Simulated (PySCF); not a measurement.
# TiF₃: relaxation and vibrations of the doublet

The task is one start of a wider search on TiF₃: the doublet, from a trigonal planar start. It is relaxed, tested by its Hessian and followed downhill if it is a saddle.

Method: PBE0, basis Ti def2-TZVP, F def2-TZVP, no relativity, density fitting; program: PySCF 2.14.0.

## Step 1: The starting structure

4 atoms, charge 0, spin multiplicity 2.

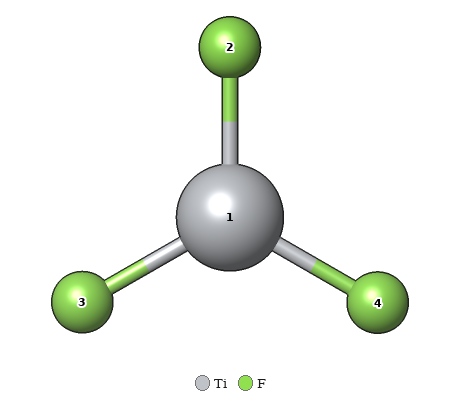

Start geometry, drawn with titanium light grey, fluorine green; atoms are numbered from 1 in the order of the file.

```xyz
4
charge 0 multiplicity 2
Ti    0.0000    0.0000    0.0000
F     2.0000    0.0000    0.0000
F    -1.0000    1.7321    0.0000
F    -1.0000   -1.7321    0.0000
```

## Step 2: Finding the electronic state

One driver script runs all steps and calls PySCF; scf.py shows how it sets up the SCF of each step. The optimiser is the driver's own. After this first run the driver tries any further starts and a stability analysis.

scf.py

```python
from pyscf import gto, scf, dft
mol = gto.M(atom='''
Ti     0.000000     0.000000     0.000000
F      2.000000     0.000000     0.000000
F     -1.000000     1.732100     0.000000
F     -1.000000    -1.732100     0.000000''',
    basis={'Ti': 'def2-TZVP', 'F': 'def2-TZVP'},
    charge=0, spin=1)
mf = dft.UKS(mol, xc='PBE0')
mf.grids.atom_grid = (50, 194)
aux = {'Ti': 'def2-universal-JKFIT', 'F': 'def2-universal-JKFIT'}
mf = mf.density_fit(auxbasis=aux)
mf.conv_tol = 1e-08
mf.diis_space = 10
mf.max_cycle = 60
mf.init_guess = 'minao'
mf.verbose = 4
mf.kernel()
```

Launch:

```console
$ OMP_NUM_THREADS=4 python axn.py task.json out
```

Log:

```text
init E= -1148.19163780012
[... the frontier-level lines of each cycle are left out ...]
cycle= 1 E= -1148.29887520807  delta_E= -0.107  |g|= 1.02  |ddm|=  1.3
cycle= 2 E= -1123.93556151997  delta_E= 24.4  |g|= 8.06  |ddm|= 2.92
cycle= 3 E= -1148.19141803639  delta_E= -24.3  |g|= 1.38  |ddm|= 2.33
cycle= 4 E= -1148.72414526076  delta_E= -0.533  |g|= 0.421  |ddm|= 0.363
cycle= 5 E= -1148.78496113376  delta_E= -0.0608  |g|= 0.136  |ddm|= 0.18
cycle= 6 E= -1148.79100673022  delta_E= -0.00605  |g|= 0.00968  |ddm|= 0.068
cycle= 7 E= -1148.79109734039  delta_E= -9.06e-05  |g|= 0.00845  |ddm|= 0.0214
cycle= 8 E= -1148.7911202386  delta_E= -2.29e-05  |g|= 0.00429  |ddm|= 0.00518
cycle= 9 E= -1148.79112888241  delta_E= -8.64e-06  |g|= 0.000849  |ddm|= 0.00432
cycle= 10 E= -1148.79112922032  delta_E= -3.38e-07  |g|= 0.000402  |ddm|= 0.000991
cycle= 11 E= -1148.79112929483  delta_E= -7.45e-08  |g|= 3.31e-05  |ddm|= 0.000246
cycle= 12 E= -1148.79112929733  delta_E= -2.49e-09  |g|= 1.03e-05  |ddm|= 7.87e-05
Extra cycle  E= -1148.79112929749  delta_E= -1.64e-10  |g|= 6.99e-06  |ddm|= 1.74e-05
converged SCF energy = -1148.79112929749  <S^2> = 0.75433058  2S+1 = 2.0043259
```

This step, with its further starts and checks, ran for 18 s (4 threads of Arm Neoverse V1, shared host).

The starts that the driver tried:

```
                      start   energy (Eh)
    the minimal-basis guess  -1148.791129
a thermally smeared density  -1148.791129
      a smeared PBE density  -1148.791129
```

The test of internal stability and the other starts found no lower solution of this spin.

## Step 3: Relaxing the doublet from the trigonal planar start

The program finds D3h symmetry in the start, which this walk keeps. The walk stops when the largest gradient is under 0.0003 Eh/bohr and the energy has settled too.

Changes to scf.py since step 2:

```diff
@@ -4,3 +4,3 @@
-F      2.000000     0.000000     0.000000
-F     -1.000000     1.732100     0.000000
-F     -1.000000    -1.732100     0.000000''',
+F      2.000028     0.000000     0.000000
+F     -1.000014     1.732075     0.000000
+F     -1.000014    -1.732075     0.000000''',
@@ -16 +15,0 @@
-mf.init_guess = 'minao'
```

The optimiser's trace:

```
step   energy (Eh)  change (kJ/mol)  largest symmetric gradient (Eh/bohr)
   0  -1148.791129             0.00                               0.07815
   1  -1148.841661          -132.67                               0.04212
   2  -1148.849192          -152.44                               0.03072
   3  -1148.852901          -162.18                               0.00520
   4  -1148.853032          -162.53                               0.00059
   5  -1148.853034          -162.53                               0.00002
```

The walk took 16 s.

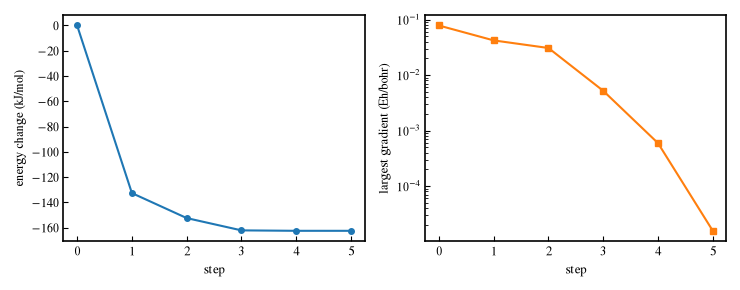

How energy and gradient fall.

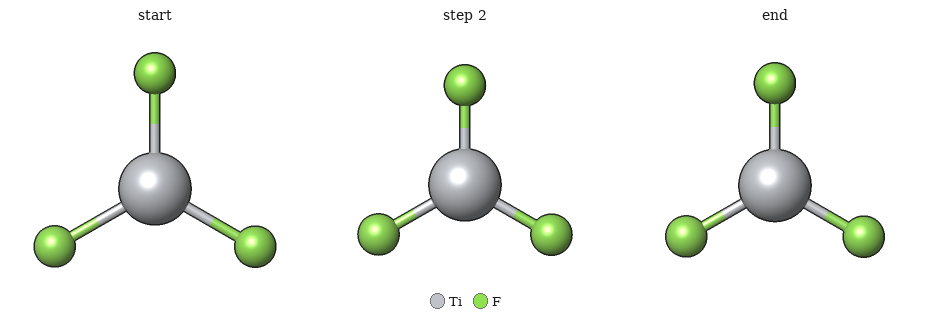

Start and end of the relaxation, with a step between.

After 5 steps and 162.5 kJ/mol it ends at D3h: Ti–F 1.769 Å (×3); F–Ti–F 120.0° (×3).

## Step 4: Hessian and properties

The point is checked on the finer grid, and tightened if its gradient asks for it. The Hessian and the dipole derivatives come from central differences of analytic gradients, with steps of 0.02 bohr.

Changes to scf.py since step 3:

```diff
@@ -3,4 +3,4 @@
-Ti     0.000000     0.000000     0.000000
-F      2.000028     0.000000     0.000000
-F     -1.000014     1.732075     0.000000
-F     -1.000014    -1.732075     0.000000''',
+Ti     0.000000    -0.000000     0.000000
+F      1.769584    -0.000000     0.000000
+F     -0.884792     1.532504     0.000000
+F     -0.884792    -1.532504     0.000000''',
@@ -10 +10 @@
-mf.grids.atom_grid = (50, 194)
+mf.grids.atom_grid = (75, 302)
@@ -13 +13 @@
-mf.conv_tol = 1e-08
+mf.conv_tol = 1e-10
```

This SCF starts from the last density.

SCF at the final geometry:

```text
init E= -1148.85328570148
[... the frontier-level lines of each cycle are left out ...]
cycle= 1 E= -1148.85328570148  delta_E= 6.82e-12  |g|= 7.05e-06  |ddm|= 4.47e-06
Extra cycle  E= -1148.85328570143  delta_E= 4.73e-11  |g|= 1.4e-05  |ddm|= 8.52e-06
converged SCF energy = -1148.85328570143  <S^2> = 0.75249455  2S+1 = 2.002493
```

The whole step took 44 s.

Geometry: D3h; Ti–F 1.770 Å (×3); F–Ti–F 120.0° (×3).

Modes, for the most abundant isotopes:

```json
{"symmetry": "a2''", "ω (cm⁻¹)": "101", "IR (km/mol)": "49.2", "μ (u)": "28.27", "type": "bend"}
{"symmetry": "e'", "ω (cm⁻¹)": "177", "IR (km/mol)": "27.9", "μ (u)": "20.84", "type": "bend"}
{"symmetry": "a1'", "ω (cm⁻¹)": "662", "IR (km/mol)": "0.0", "μ (u)": "19.00", "type": "stretch"}
{"symmetry": "e'", "ω (cm⁻¹)": "773", "IR (km/mol)": "564", "μ (u)": "24.99", "type": "stretch"}
```

μ is the mass of the mode for normalised Cartesian displacements, not the reduced mass of the usual diatomic formula.

No imaginary mode, so this is a minimum.

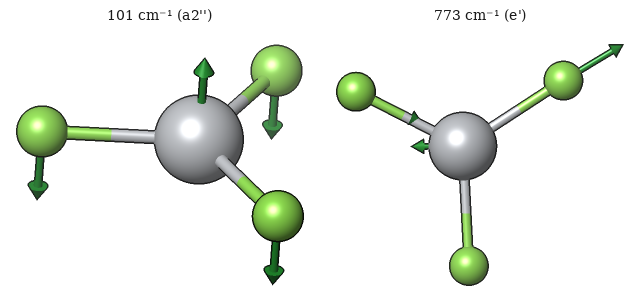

Displacements of 2 of the modes, as arrows (one member where a mode is degenerate).

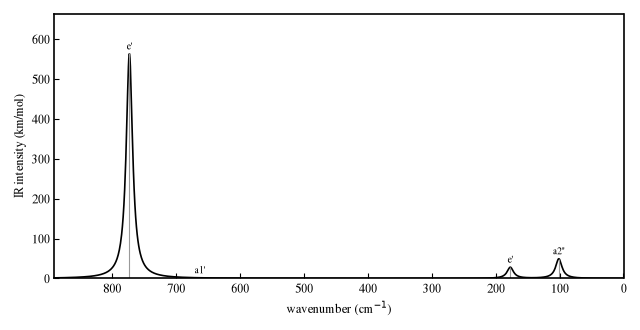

The harmonic infrared spectrum (widths in cm⁻¹). Lines are broadened to a width of 12 cm⁻¹ (Lorentzian).

Properties at this point:

- Dipole moment: 0.00 D
- Highest occupied level: -7.29 eV
- Lowest empty level: -2.57 eV
- Rotational constants: 0.1889, 0.1889, 0.09445 cm⁻¹
- Zero-point energy: 15.9 kJ/mol
- Principal polarisabilities: 25.6, 29.1, 29.1 bohr³
- Atomisation energy without zero-point energy: 1789 kJ/mol
- Principal traceless quadrupole moments about the centre of mass: -4.32, -4.32, 8.63 D Å
- Entropy at 298.15 K and 1 bar (electronic part: spin only): 302.7 J/(mol K)
- Heat capacity Cp at 298.15 K: 66.7 J/(mol K)
- Enthalpy at 298.15 K above 0 K: 15.77 kJ/mol
- Rotational symmetry number: 6
- Spin squared ⟨S²⟩: 0.752

Charges (e) and bond orders:

| atom | Mulliken | Löwdin | polar tensor | spin (Mulliken) | Mayer order to Ti1 |
| --- | --- | --- | --- | --- | --- |
| Ti1 | 1.45 | 0.67 | 2.16 | 1.04 | – |
| F2,3,4 | -0.48 | -0.22 | -0.72 | -0.01 | 0.91 |

Outer orbital energies (eV). α occupied: -13.30, -12.49, -12.49, -12.15, -12.11, -12.11, -11.89, -7.29; empty: -2.57, -2.57, -1.18, -1.18. β occupied: -13.26, -13.14, -12.51, -12.51, -12.18, -12.14, -12.13, -11.93; empty: -2.49, -2.17, -2.17, -0.71.

Mulliken populations on Ti1: s 6.22, p 12.21, d 2.06, f 0.06.

## Step 5: What came out

```
                                          quantity                                      value
                                           minimum                               doublet, D3h
                                          geometry      Ti–F 1.770 Å (×3); F–Ti–F 120.0° (×3)
                                wavenumbers (cm⁻¹)  101 (a2''), 177 (e'), 662 (a1'), 773 (e')
                                     dipole moment                                     0.00 D
highest occupied, lowest empty level (either spin)                            -7.29, -2.57 eV
                        polar-tensor charge of Ti1                                    +2.16 e
                                 zero-point energy                                15.9 kJ/mol
                               entropy at 298.15 K                            302.7 J/(mol K)
         atomisation energy (no zero-point energy)                                1789 kJ/mol
                                              ⟨S²⟩                                      0.752
```

**Reading.** The molecule stays D3h, as typed, and the end point is a minimum. The strongest infrared band lies at 773 cm⁻¹ (e', stretch). The dipole vanishes although Ti1 carries +2.2 e by the polar tensor: the bond dipoles cancel. Most of the spin sits on Ti1 (Mulliken spin 1.04, against 1 for the whole molecule). Only this shape and spin were tried, so other structures or states may lie lower. One determinant may miss the lowest occupation of an open d or f shell.

The search up to here took 77 s.
